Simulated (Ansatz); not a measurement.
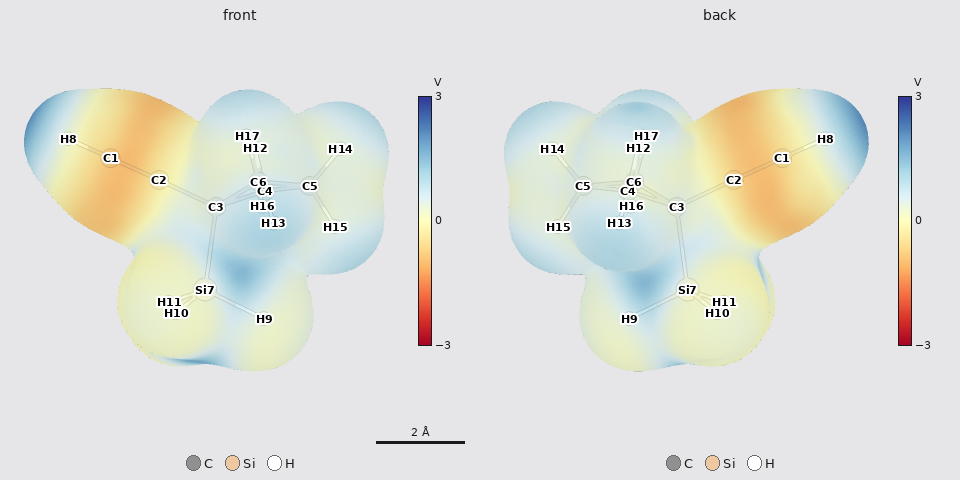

The picture shows: C$_{6}$H$_{10}$Si. The electrostatic potential painted on the density surface at 0.004 e/bohr³, seen from the front and from behind; red is negative and blue positive.

Geometry: r2SCAN-D4/def2-SVP.

Theory: isolated molecule in a Gaussian basis; Kohn-Sham density functional theory, functional PBE0 (Ansatz 0.2.0).

```csv
atom,x (Å),y (Å),z (Å)
C,1.4345,-1.2078,-2.3236
C,0.9467,-1.1723,-1.2079
C,0.3443,-1.1439,0.1063
C,1.1979,-1.6706,1.3161
C,0.7072,-0.4691,2.1518
C,0.2721,0.2383,0.8505
Si,-1.3584,-1.9971,-0.0049
H,1.8711,-1.2354,-3.3043
H,-2.0034,-1.9804,1.3457
H,-1.1861,-3.4125,-0.4445
H,-2.2290,-1.2632,-0.9692
H,2.2716,-1.6065,1.0793
H,0.9820,-2.6865,1.6869
H,1.4535,0.0452,2.7758
H,-0.1537,-0.7319,2.7859
H,-0.6942,0.7697,0.8440
H,1.0470,0.9185,0.4634
```

Which sites attract a positive test charge, and which a negative one?

Answer. A positive charge is drawn to the negative regions and a negative charge to the positive ones. The most negative region (about −1.0 V) lies over C1 and C2, the most positive (about +2.0 V) over H8.

How polar is the molecule by this calculation?

Answer. Its dipole moment is 0.97 D.
